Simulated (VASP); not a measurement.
# InAg3 with r2SCAN: from relaxation to properties, part 3 of 5

What structure does InAg3 take at this level, and what are its properties? The start is a cell from a database of measured crystal structures.

VASP 6.6.1; r2SCAN; plane waves and PAW (In_d, Ag).

So far. Step 4 (Single point with fields (r2SCAN)): In this run the pressure is 0.12 GPa, small enough to go on. Step 5 (Bands along the symmetry lines (r2SCAN)): There is no gap at this level.

## 6. Density of states (r2SCAN)

A density of states needs more k-points than a total energy; ISMEAR = -5 takes tetrahedra, and LORBIT projects the states on the PAW spheres. The mesh is finer than in the run before.

INCAR reads:

```
SYSTEM = InAg3
PREC = Accurate
ENCUT = 400
EDIFF = 1E-06
NELM = 100
ISMEAR = -5
SIGMA = 0.2
LREAL = .FALSE.
ALGO = Normal
METAGGA = R2SCAN
LASPH = .TRUE.
NBANDS = 37
LORBIT = 11
LWAVE = .FALSE.
LCHARG = .FALSE.
KPAR = 4
NEDOS = 2001
```

POSCAR reads:

```
InAg3
1.0
    4.1818040889      0.0000000000      0.0000000000
    0.0000000000      4.1818040889      0.0000000000
    0.0000000000      0.0000000000      4.1818040889
In Ag
1 3
Direct
    0.0000000000      0.0000000000      0.0000000000
    0.0000000000      0.5000000000      0.5000000000
    0.5000000000      0.0000000000      0.5000000000
    0.5000000000      0.5000000000      0.0000000000
```

KPOINTS reads:

```
Automatic mesh
0
Gamma
10 10 10
0 0 0
```

The projector-augmented-wave data sets are In_d and Ag (PBE family, release 64).

Launch:

```bash
> mpirun -np 4 vasp_std
```

The log of the run:

```text
[... set-up lines as in an earlier step ...]
 entering main loop
       N       E                     dE             d eps       ncg     rms          rms(c)
DAV:   1     0.275637110076E+03    0.27564E+03   -0.18678E+04  4199   0.128E+03
DAV:   2    -0.740410469312E+02   -0.34968E+03   -0.32177E+03  4209   0.342E+02
DAV:   3    -0.993056661947E+02   -0.25265E+02   -0.24753E+02  4677   0.966E+01
DAV:   4    -0.999651779633E+02   -0.65951E+00   -0.65871E+00  4931   0.141E+01
DAV:   5    -0.999952961170E+02   -0.30118E-01   -0.30121E-01  6032   0.303E+00    0.116E+01
DAV:   6    -0.869349667020E+02    0.13060E+02   -0.12962E+01  4658   0.319E+01    0.885E+00
DAV:   7    -0.868083603682E+02    0.12661E+00   -0.40506E-01  4570   0.529E+00    0.492E+00
DAV:   8    -0.868194319293E+02   -0.11072E-01   -0.14396E-01  4673   0.276E+00    0.908E-01
DAV:   9    -0.868112378402E+02    0.81941E-02   -0.28786E-02  4682   0.140E+00    0.128E-01
DAV:  10    -0.868119887669E+02   -0.75093E-03   -0.23507E-03  5629   0.230E-01    0.211E-01
DAV:  11    -0.868120269287E+02   -0.38162E-04   -0.63968E-05  5636   0.359E-02    0.209E-01
DAV:  12    -0.868121208201E+02   -0.93891E-04   -0.81765E-05  4960   0.663E-02    0.953E-02
DAV:  13    -0.868121219884E+02   -0.11684E-05   -0.95359E-05  5411   0.803E-02    0.612E-02
DAV:  14    -0.868121045928E+02    0.17396E-04   -0.24998E-05  4548   0.422E-02    0.929E-03
DAV:  15    -0.868121022793E+02    0.23135E-05   -0.62821E-06  4581   0.185E-02    0.103E-02
DAV:  16    -0.868121031165E+02   -0.83719E-06   -0.28675E-07  2649   0.399E-03
   1 F= -.86812103E+02 E0= -.86812103E+02  d E =0.000000E+00
 -----------------------------------------------------------------------------
|                                                                             |
|           W    W    AA    RRRRR   N    N  II  N    N   GGGG   !!!           |
|           W    W   A  A   R    R  NN   N  II  NN   N  G    G  !!!           |
|           W    W  A    A  R    R  N N  N  II  N N  N  G       !!!           |
|           W WW W  AAAAAA  RRRRR   N  N N  II  N  N N  G  GGG   !            |
|           WW  WW  A    A  R   R   N   NN  II  N   NN  G    G                |
|           W    W  A    A  R    R  N    N  II  N    N   GGGG   !!!           |
|                                                                             |
|     Tetrahedron method does not include variations of the Fermi             |
|     occupations, so forces and stress will be inaccurate. We suggest        |
|     using a different smearing scheme ISMEAR = 1 or 2 for metals in         |
|     relaxations.                                                            |
|                                                                             |
 -----------------------------------------------------------------------------
```

It took 61 s on 4 MPI ranks of Intel Xeon 6975P-C (Granite Rapids), shared host; peak memory 0.84 GiB.

From OUTCAR (step 6):

```text
   k-points           NKPTS =     56   k-points in BZ     NKDIM =     56   number of bands    NBANDS=     37

   NELECT =      46.0000    total number of electrons

 E-fermi :   8.9613

 k-point     1 :       0.0000    0.0000    0.0000
  band No.  band energies     occupation
    ...
     20       5.3767      2.00000
     21       5.3767      2.00000
     22       8.7475      2.00000
     23       8.7475      2.01429
     24       8.7475      2.13696
     25      12.0956      0.00000
     26      13.7929      0.00000
     27      13.7929      0.00000
     28      17.4488      0.00000
     29      17.4488      0.00000
    ...

  Total        0.0571941      0.0571941      0.0571941      0.0000000      0.0000000     -0.0000000
  in kB        1.2530563      1.2530563      1.2530563      0.0000000      0.0000000     -0.0000000
  external PRESSURE =       1.2530563 kB  Pullay stress =       0.0000000 kB

  FREE ENERGIE OF THE ION-ELECTRON SYSTEM (eV)
  ---------------------------------------------------
  free  energy   TOTEN  =       -86.8121031165 eV

  energy  without entropy=      -86.8121031165  energy(sigma->0) =      -86.81210312

[... 7 parts as in an earlier step ...]

[... 10 further parts left out ...]
```

With tetrahedra the forces and stress of a metal are not exact derivatives of the energy.

Numbers from this step:

```
SCF cycles             : 16
irreducible k-points   : 56
free energy (TOTEN)    : -86.8121 eV
Fermi energy           : 8.961 eV
pressure               : 0.1253 GPa
DOS at the Fermi level : 1.156 states/eV/cell
```

The density of states has structure finer than the step of the table below, so its rows give means over 2 eV, whole bins alone (the curve runs from -12.0 to 7.93 eV). Peaks (eV: height): total -6.1: 17.1, -5.5: 11.8, -5.3: 12.8, -4.6: 19.6; Ag d -6.0: 13.6, -5.5: 10.2, -5.3: 11.0, -4.6: 18.1; Ag p -0.8: 0.261, 5.4: 0.307, 7.1: 0.345, 7.9: 0.353; Ag s -6.5: 0.714, -6.1: 0.643, 5.5: 0.33, 7.0: 0.344; In p -6.5: 0.223, -6.1: 0.360, -5.3: 0.178, 7.1: 0.265.

States under -12.0 eV and over 7.9 eV are left out. Table of density of states by energy, zero at the Fermi level; means over each step; values in states/eV/cell:

```
energy (eV)   total     Ag d    Ag p    Ag s     In p    In s
        -10  0.0566  0.00202  7.4e-4  0.0154   3.2e-4  0.0158
         -8   0.947    0.212  0.0418   0.104  0.00623   0.279
         -6    8.34     6.78   0.109   0.232    0.141  0.0145
         -4    7.07     6.32  0.0944  0.0959   0.0436  0.0498
         -2    1.02    0.319   0.128   0.123   0.0925  0.0531
          0    1.21    0.249   0.207   0.118    0.164  0.0540
          2    1.05    0.183   0.160   0.149    0.136  0.0638
          4    1.32    0.171   0.212   0.255    0.104  0.0897
          6    1.65    0.208   0.289   0.257    0.173  0.0480
```

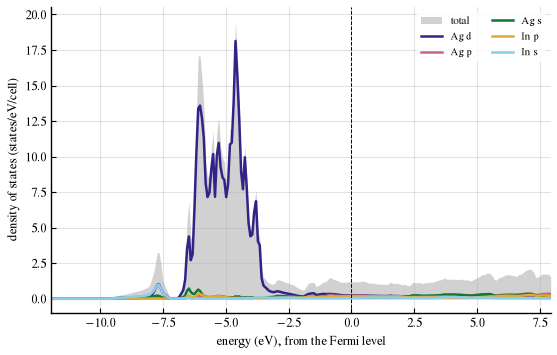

Density of states, plotted against energy.

The finer mesh and the other smearing move the Fermi level by +0.03 eV from the 7×7×7 run, a small shift, which tests the Fermi level alone. Of the states within 0.3 eV of the Fermi level, the largest shares in the PAW spheres are Ag d 20 %, Ag p 18 % and In p 14 %. The rest lies in smaller channels or between the spheres.

## 7. Volume scan with r2SCAN

An equation of state needs energies on both sides of the minimum, all on one mesh and cutoff.

INCAR reads:

```
SYSTEM = InAg3
PREC = Accurate
ENCUT = 400
EDIFF = 1E-06
NELM = 100
ISMEAR = 1
SIGMA = 0.2
LREAL = .FALSE.
ALGO = Normal
METAGGA = R2SCAN
LASPH = .TRUE.
NBANDS = 29
LORBIT = 11
LWAVE = .FALSE.
LCHARG = .FALSE.
KPAR = 4
ISIF = 2
```

POSCAR reads:

```
InAg3
1.0
    4.0964371949      0.0000000000      0.0000000000
    0.0000000000      4.0964371949      0.0000000000
    0.0000000000      0.0000000000      4.0964371949
In Ag
1 3
Direct
    0.0000000000      0.0000000000      0.0000000000
    0.0000000000      0.5000000000      0.5000000000
    0.5000000000      0.0000000000      0.5000000000
    0.5000000000      0.5000000000      0.0000000000
```

KPOINTS reads:

```
Automatic mesh
0
Gamma
7 7 7
0 0 0
```

Launch:

```bash
> mpirun -np 4 vasp_std
```

The log of the run:

```text
[... set-up lines as in an earlier step ...]
 entering main loop
       N       E                     dE             d eps       ncg     rms          rms(c)
DAV:   1     0.284031847603E+03    0.28403E+03   -0.19758E+04  1160   0.167E+03
DAV:   2    -0.761686122045E+02   -0.36020E+03   -0.34160E+03  1239   0.417E+02
DAV:   3    -0.992422646475E+02   -0.23074E+02   -0.22681E+02  1260   0.115E+02
DAV:   4    -0.998135606842E+02   -0.57130E+00   -0.57046E+00  1381   0.166E+01
DAV:   5    -0.998399242028E+02   -0.26364E-01   -0.26362E-01  1665   0.366E+00    0.131E+01
DAV:   6    -0.868366018231E+02    0.13003E+02   -0.16999E+01  1215   0.405E+01    0.925E+00
DAV:   7    -0.867453254895E+02    0.91276E-01   -0.52061E-01  1250   0.677E+00    0.521E+00
DAV:   8    -0.867549796838E+02   -0.96542E-02   -0.16408E-01  1322   0.329E+00    0.866E-01
DAV:   9    -0.867465276790E+02    0.84520E-02   -0.36740E-02  1326   0.183E+00    0.113E-01
DAV:  10    -0.867472597878E+02   -0.73211E-03   -0.21612E-03  1383   0.276E-01    0.178E-01
DAV:  11    -0.867472613127E+02   -0.15248E-05   -0.10851E-04  1675   0.588E-02    0.216E-01
DAV:  12    -0.867473730487E+02   -0.11174E-03   -0.20835E-04  1481   0.156E-01    0.131E-01
DAV:  13    -0.867473835791E+02   -0.10530E-04   -0.29755E-05  1275   0.415E-02    0.872E-02
DAV:  14    -0.867473823857E+02    0.11934E-05   -0.15257E-05  1265   0.301E-02    0.549E-02
DAV:  15    -0.867473808188E+02    0.15669E-05   -0.15673E-06   795   0.129E-02    0.434E-02
DAV:  16    -0.867473792465E+02    0.15723E-05   -0.11469E-06   765   0.116E-02    0.221E-02
DAV:  17    -0.867473790326E+02    0.21390E-06   -0.10715E-07   680   0.333E-03
   1 F= -.86747379E+02 E0= -.86747453E+02  d E =0.222558E-03
```

Elapsed: 23 s, on 4 MPI ranks; peak memory 0.64 GiB.

Parts of OUTCAR (step 7):

```text
   ENCUT  =  400.0 eV  29.40 Ry    5.42 a.u.   6.68  6.68  6.68*2*pi/ulx,y,z

   NELECT =      46.0000    total number of electrons

 E-fermi :   9.8426

 k-point     1 :       0.0000    0.0000    0.0000
  band No.  band energies     occupation
    ...
     20       6.2371      2.00000
     21       6.2371      2.00000
     22       9.5174      2.04375
     23       9.5174      2.04375
     24       9.5174      2.04375
     25      13.4511     -0.00000
     26      15.0315      0.00000
     27      15.0315      0.00000
     28      18.6247      0.00000
     29      18.6247      0.00000

  Total        3.0665960      3.0665960      3.0665960     -0.0000000     -0.0000000      0.0000000
  in kB       71.4740261     71.4740261     71.4740261     -0.0000000     -0.0000000      0.0000000
  external PRESSURE =      71.4740261 kB  Pullay stress =       0.0000000 kB

 POSITION                                       TOTAL-FORCE (eV/Angst)
 -----------------------------------------------------------------------------------
      0.00000      0.00000      0.00000         0.000000      0.000000      0.000000
      0.00000      2.04822      2.04822         0.000000      0.000000      0.000000
      2.04822      0.00000      2.04822         0.000000      0.000000      0.000000
      2.04822      2.04822      0.00000         0.000000      0.000000      0.000000
 -----------------------------------------------------------------------------------
    total drift:                                0.000000      0.000000      0.000000

  FREE ENERGIE OF THE ION-ELECTRON SYSTEM (eV)
  ---------------------------------------------------
  free  energy   TOTEN  =       -86.7473790326 eV

  energy  without entropy=      -86.7476015906  energy(sigma->0) =      -86.74745322

[... 4 parts as in an earlier step ...]

[... 12 further parts left out ...]
```

The scan keeps the cell's shape and the fractional positions fixed.

Numbers from this step:

- SCF cycles: 17
- bands: 29
- irreducible k-points: 20
- free energy (TOTEN): -86.7474 eV
- energy at zero smearing: -86.7475 eV
- Fermi energy: 9.843 eV
- pressure: 7.147 GPa

The pressure here is 7.15 GPa.

## 8. Volume scan with r2SCAN (run 2)

INCAR is that of step 7.

POSCAR reads:

```
InAg3
1.0
    4.1252862946      0.0000000000      0.0000000000
    0.0000000000      4.1252862946      0.0000000000
    0.0000000000      0.0000000000      4.1252862946
In Ag
1 3
Direct
    0.0000000000      0.0000000000      0.0000000000
    0.0000000000      0.5000000000      0.5000000000
    0.5000000000      0.0000000000      0.5000000000
    0.5000000000      0.5000000000      0.0000000000
```

KPOINTS is that of step 7.

Launch:

```bash
> mpirun -np 4 vasp_std
```

The log of the run:

```text
[... set-up lines as in an earlier step ...]
 entering main loop
       N       E                     dE             d eps       ncg     rms          rms(c)
DAV:   1     0.281902785463E+03    0.28190E+03   -0.19854E+04  1168   0.165E+03
DAV:   2    -0.760092294595E+02   -0.35791E+03   -0.33857E+03  1208   0.411E+02
DAV:   3    -0.993429739843E+02   -0.23334E+02   -0.22859E+02  1285   0.116E+02
DAV:   4    -0.998973250299E+02   -0.55435E+00   -0.55369E+00  1340   0.164E+01
DAV:   5    -0.999251935233E+02   -0.27868E-01   -0.27866E-01  1725   0.380E+00    0.126E+01
DAV:   6    -0.868987163964E+02    0.13026E+02   -0.17190E+01  1225   0.406E+01    0.911E+00
DAV:   7    -0.867994811703E+02    0.99235E-01   -0.52809E-01  1235   0.676E+00    0.510E+00
DAV:   8    -0.868106500089E+02   -0.11169E-01   -0.17868E-01  1306   0.341E+00    0.885E-01
DAV:   9    -0.868020358270E+02    0.86142E-02   -0.37798E-02  1283   0.183E+00    0.114E-01
DAV:  10    -0.868027768882E+02   -0.74106E-03   -0.23196E-03  1434   0.284E-01    0.200E-01
DAV:  11    -0.868027696299E+02    0.72583E-05   -0.11792E-04  1668   0.625E-02    0.243E-01
DAV:  12    -0.868028885602E+02   -0.11893E-03   -0.21096E-04  1483   0.155E-01    0.134E-01
DAV:  13    -0.868029021465E+02   -0.13586E-04   -0.35748E-05  1275   0.460E-02    0.789E-02
DAV:  14    -0.868029001554E+02    0.19911E-05   -0.13843E-05  1285   0.280E-02    0.379E-02
DAV:  15    -0.868028989516E+02    0.12038E-05   -0.13199E-06   790   0.117E-02    0.288E-02
DAV:  16    -0.868028973960E+02    0.15556E-05   -0.12020E-06   745   0.116E-02    0.859E-03
DAV:  17    -0.868028973237E+02    0.72338E-07   -0.94233E-08   695   0.322E-03
   1 F= -.86802897E+02 E0= -.86803056E+02  d E =0.476110E-03
```

Elapsed: 18 s, on 4 MPI ranks; peak memory 0.67 GiB.

OUTCAR, selected parts (step 8):

```text
   ENCUT  =  400.0 eV  29.40 Ry    5.42 a.u.   6.73  6.73  6.73*2*pi/ulx,y,z

   NELECT =      46.0000    total number of electrons

 E-fermi :   9.5259

 k-point     1 :       0.0000    0.0000    0.0000
  band No.  band energies     occupation
    ...
     20       5.9383      2.00000
     21       5.9383      2.00000
     22       9.2496      2.06483
     23       9.2496      2.06483
     24       9.2496      2.06483
     25      12.9791     -0.00000
     26      14.5991      0.00000
     27      14.5991      0.00000
     28      18.2176      0.00000
     29      18.2176      0.00000

  Total        1.9595352      1.9595352      1.9595352     -0.0000000     -0.0000000     -0.0000000
  in kB       44.7199557     44.7199557     44.7199557     -0.0000000     -0.0000000     -0.0000000
  external PRESSURE =      44.7199557 kB  Pullay stress =       0.0000000 kB

 POSITION                                       TOTAL-FORCE (eV/Angst)
 -----------------------------------------------------------------------------------
      0.00000      0.00000      0.00000         0.000000      0.000000      0.000000
      0.00000      2.06264      2.06264         0.000000      0.000000      0.000000
      2.06264      0.00000      2.06264         0.000000      0.000000      0.000000
      2.06264      2.06264      0.00000         0.000000      0.000000      0.000000
 -----------------------------------------------------------------------------------
    total drift:                                0.000000      0.000000      0.000000

  FREE ENERGIE OF THE ION-ELECTRON SYSTEM (eV)
  ---------------------------------------------------
  free  energy   TOTEN  =       -86.8028973237 eV

  energy  without entropy=      -86.8033734342  energy(sigma->0) =      -86.80305603

[... 4 parts as in an earlier step ...]

[... 12 further parts left out ...]
```

This step gave:

* free energy (TOTEN): -86.8029 eV
* energy at zero smearing: -86.8031 eV
* Fermi energy: 9.526 eV
* pressure: 4.472 GPa

The pressure falls from 7.15 to 4.47 GPa.

The run ends at a pressure of 4.47 GPa.

## 9. Volume scan with r2SCAN (run 3)

INCAR is that of step 8.

POSCAR reads:

```
InAg3
1.0
    4.1537374440      0.0000000000      0.0000000000
    0.0000000000      4.1537374440      0.0000000000
    0.0000000000      0.0000000000      4.1537374440
In Ag
1 3
Direct
    0.0000000000      0.0000000000      0.0000000000
    0.0000000000      0.5000000000      0.5000000000
    0.5000000000      0.0000000000      0.5000000000
    0.5000000000      0.5000000000      0.0000000000
```

KPOINTS is that of step 8.

Launch:

```bash
> mpirun -np 4 vasp_std
```

The log of the run:

```text
[... set-up lines as in an earlier step ...]
 entering main loop
       N       E                     dE             d eps       ncg     rms          rms(c)
DAV:   1     0.286415287026E+03    0.28642E+03   -0.19731E+04  1160   0.165E+03
DAV:   2    -0.761693340046E+02   -0.36258E+03   -0.34377E+03  1241   0.417E+02
DAV:   3    -0.994023002917E+02   -0.23233E+02   -0.22824E+02  1265   0.115E+02
DAV:   4    -0.999542063293E+02   -0.55191E+00   -0.55116E+00  1372   0.165E+01
[...]
DAV:  13    -0.868353429480E+02   -0.12190E-04   -0.30348E-05  1310   0.422E-02    0.736E-02
DAV:  14    -0.868353408531E+02    0.20949E-05   -0.14232E-05  1250   0.282E-02    0.310E-02
DAV:  15    -0.868353401252E+02    0.72791E-06   -0.12708E-06   775   0.111E-02
   1 F= -.86835340E+02 E0= -.86835481E+02  d E =0.422271E-03
```

The job ended after 16 s (4 MPI ranks; peak memory 0.65 GiB; 58 s of CPU time).

From OUTCAR (step 9):

```text
  Total        0.9265395      0.9265395      0.9265395     -0.0000000     -0.0000000      0.0000000
  in kB       20.7136864     20.7136864     20.7136864     -0.0000000     -0.0000000      0.0000000
  external PRESSURE =      20.7136864 kB  Pullay stress =       0.0000000 kB

 POSITION                                       TOTAL-FORCE (eV/Angst)
 -----------------------------------------------------------------------------------
      0.00000      0.00000      0.00000         0.000000      0.000000      0.000000
      0.00000      2.07687      2.07687         0.000000      0.000000      0.000000
      2.07687      0.00000      2.07687         0.000000      0.000000      0.000000
      2.07687      2.07687      0.00000         0.000000      0.000000      0.000000
 -----------------------------------------------------------------------------------
    total drift:                                0.000000      0.000000      0.000000

  FREE ENERGIE OF THE ION-ELECTRON SYSTEM (eV)
  ---------------------------------------------------
  free  energy   TOTEN  =       -86.8353401252 eV

  energy  without entropy=      -86.8357623961  energy(sigma->0) =      -86.83548088

[... 1 part as in an earlier step ...]

[... 2 further parts left out ...]
[key lines of the parts left out:]
E-fermi :   9.2221
```

The pressure falls from 4.47 to 2.07 GPa.

The run ends at a pressure of 2.07 GPa.

## 10. Volume scan with r2SCAN (run 4)

INCAR is that of step 9.

POSCAR reads:

```
InAg3
1.0
    4.1818040889      0.0000000000      0.0000000000
    0.0000000000      4.1818040889      0.0000000000
    0.0000000000      0.0000000000      4.1818040889
In Ag
1 3
Direct
    0.0000000000      0.0000000000      0.0000000000
    0.0000000000      0.5000000000      0.5000000000
    0.5000000000      0.0000000000      0.5000000000
    0.5000000000      0.5000000000      0.0000000000
```

KPOINTS is that of step 9.

Launch:

```bash
> mpirun -np 4 vasp_std
```

The log of the run:

```text
[... set-up lines as in an earlier step ...]
 entering main loop
       N       E                     dE             d eps       ncg     rms          rms(c)
[... 17 cycles as in an earlier step ...]
   1 F= -.86847877E+02 E0= -.86847841E+02  d E =-.107401E-03
```

Wall time 18 s (4 MPI ranks); peak memory 0.65 GiB.

Parts of OUTCAR (step 10):

```text
[... 6 parts as in an earlier step ...]

[... 1 further part left out ...]
[key lines of the parts left out:]
E-fermi :   8.9289
```

The pressure falls from 2.07 to 0.08 GPa.

The run ends at a pressure of 0.08 GPa.

(Continued in part 4 of 5.)

[Lines on the potential files, build, host, timing and source positions are cut from VASP's logs without a mark.]

[Logs are printed without paths, hosts, clocks, repeated set-up lines and the standing remarks that a program may print on its own settings, such as how far it seeks lower states.]

[Hosts, paths, dates, database ids (printed as entryN), source tags and the programs' standing remarks are cut or masked in the printed files.]

[A measured line is paired with the nearest computed mode of its activity, which favours agreement.]
